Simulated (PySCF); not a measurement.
```yaml
atoms:
  - { symbol: C, position_ang: [-2.3923, -0.6067, 0.0362] }
  - { symbol: B, position_ang: [-1.2783, 0.4794, -0.2062] }
  - { symbol: C, position_ang: [-1.6942, 1.8891, -0.6152] }
  - { symbol: N, position_ang: [-2.0145, 2.9484, -0.9227] }
  - { symbol: C, position_ang: [0.1837, 0.1863, -0.0467] }
  - { symbol: C, position_ang: [1.3648, -0.0659, 0.0910] }
  - { symbol: Si, position_ang: [3.1562, -0.4777, 0.3051] }
  - { symbol: H, position_ang: [-3.0846, -0.2772, 0.8116] }
  - { symbol: H, position_ang: [-2.9967, -0.7416, -0.8614] }
  - { symbol: H, position_ang: [-1.9959, -1.5762, 0.3262] }
  - { symbol: H, position_ang: [3.2545, -1.4502, 1.3964] }
  - { symbol: H, position_ang: [3.6102, -1.0582, -0.9603] }
  - { symbol: H, position_ang: [3.8827, 0.7510, 0.6280] }
```

Geometry: GFN2-xTB.

Computed with PySCF 2.14.0, wB97X-D/def2-SVPD, SCF density, gas phase.

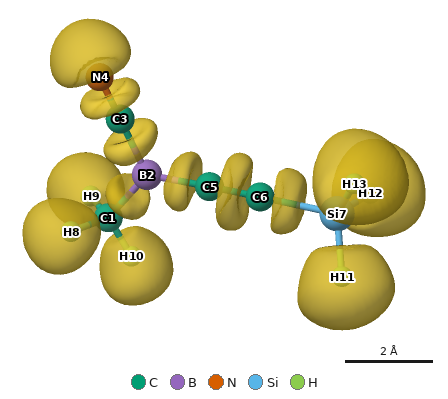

C₄H₆BNSi (SMILES CB(C#N)C#C[SiH3]). Isosurface of the electron localisation function at 0.8 (yellow), seen at a tilt. Core shells and regions of very low density are left out.

Describe the localisation domains.

The ELF exceeds this value in three regions between bonded B–C atoms (shared pairs), one region between bonded C–C atoms (shared pairs), one region between bonded C–N atoms (shared pairs), one region between bonded C–Si atoms (shared pairs), six regions around hydrogen nuclei and one lobe on N, pointing away from the bonds (lone pairs). Along the contacts the grid gives the following. C–N (1.15 Å): the ELF peaks at about 0.85 between the atoms; a short, multiple covalent bond. C–C (1.22 Å): the ELF peaks at about 0.90 between the atoms: a multiple bond.
